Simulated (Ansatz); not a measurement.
Input

```
crystal:
  periodic: [false, false, false]
  atoms:
    - { symbol: Si, position_ang: [-0.6693, 1.0143, -0.8929] }
    - { symbol: S, position_ang: [1.2919, 0.4063, -0.6349] }
    - { symbol: Si, position_ang: [0.7678, -1.0388, 0.8365] }
    - { symbol: H, position_ang: [-1.4776, -0.0675, -1.368] }
    - { symbol: H, position_ang: [-0.7376, 2.1216, -1.9493] }
    - { symbol: H, position_ang: [-1.2449, 1.6125, 0.3722] }
    - { symbol: H, position_ang: [2.0708, -1.7183, 1.2902] }
    - { symbol: H, position_ang: [-0.0925, -2.0256, 0.2712] }
    - { symbol: H, position_ang: [0.1799, -0.3508, 2.0579] }
basis:
  gaussian: { orbitals: cc-pVDZ }
hamiltonian:
  xc: cam_b3lyp
  dispersion: d4
relax:
  f_tol: 0.015
  max_steps: 40
output:
  orbitals: {}
```

Run with:

```sh
ansatz run input.yaml --threads 2 --pin off --max-ram 3072MiB --backend cpu --events-out ev --progress --plain --runs-dir out
```

The fields are those of the relaxed geometry.

The calculation used RKS CAM-B3LYP-D4/cc-pVDZ (Ansatz).

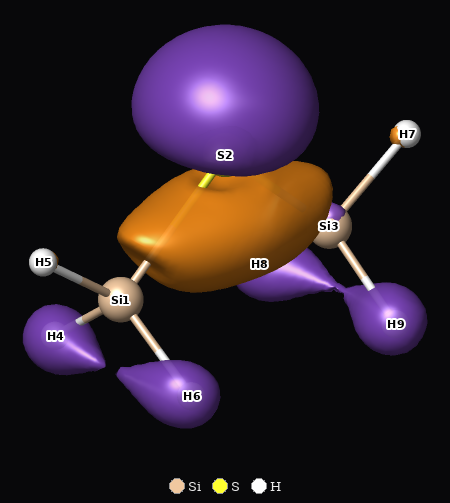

H$_{6}$SSi$_{2}$ (SMILES [SiH3]S[SiH3]). The HOMO−1 at ±0.15 Å⁻³ᐟ² (orange and purple are the two phases), seen at an oblique angle.

**What is the character of this orbital?**

Its weight (Hirshfeld) is mainly on S2 (about 60 %), Si1 (about 10 %) and Si3 (about 10 %). Its energy is −10.02 eV.
